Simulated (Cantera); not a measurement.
Charge: 1 mol Si2H6, 18 mol N2O, 2.5 mol N2, at 100 Torr.

Method: chemical equilibrium by Gibbs-energy minimisation in Cantera with the NASA 1993 tables (ideal gas, pure condensed phases). Candidate condensed phases: H2O, Si, SiO2, Si2N2O, Si3N4; 35 gas species. The feed counts by its element totals alone. The tables hold silica as quartz up to 1696 K and as liquid above; real silica turns to tridymite and cristobalite and melts near 1996 K. Gases not in the tables: Si(OH)4. The numbers say what is thermodynamically allowed, not how fast it happens.

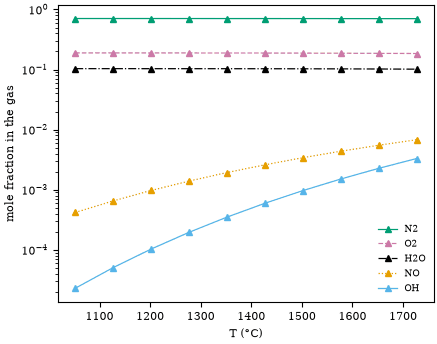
*Equilibrium gas composition (values under 1e-9 drawn at 1e-9)*

From 1052 °C to 1352 °C the condensed part is SiO2(β-quartz). From 1427 °C to 1652 °C the condensed part is SiO2(condensed). At 1727 °C the condensed part is SiO2(l).
